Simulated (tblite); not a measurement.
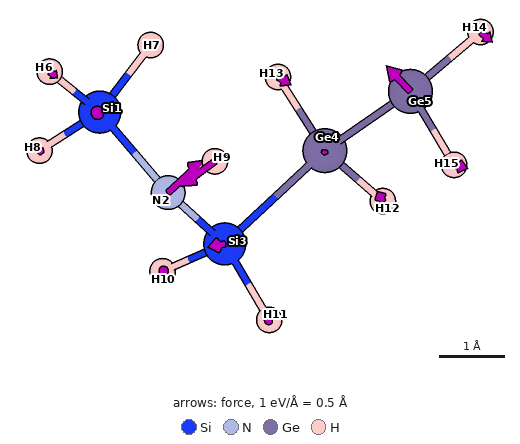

Starting geometry of Ge$_{2}$Si$_{2}$NH$_{10}$ (multiplicity 2) with the computed forces as purple arrows. A ball-and-stick model, seen at a tilt.

These are results of GFN2-xTB geometry optimisation, gas phase (tblite), not measurements. 

Is this structure relaxed? If not, where do the atoms go?

It isn't relaxed: the largest force vector, on N2, is 1.71 eV/Å. The final displacements have little in common with the starting forces (cosine between the two patterns 0.20). H15 moves most after the best rigid fit: 2.59 Å. Largest moves by element: H 2.59 Å, Ge 0.93 Å, Si 0.49 Å, N 0.35 Å. Near-neighbour distances that change, for instance: N2–Si3 1.790 → 1.725 Å, N2–H9 1.055 → 1.007 Å, Si3–Ge4 2.322 → 2.368 Å, Ge4–Ge5 2.404 → 2.447 Å. Bond angles that change, for instance: Si1–N2–Si3 109.0° → 130.2°, H14–Ge5–H15 109.4° → 92.7°, Si3–Ge4–Ge5 108.3° → 125.0°. The energy falls by 0.812 eV in 199 geometry steps.
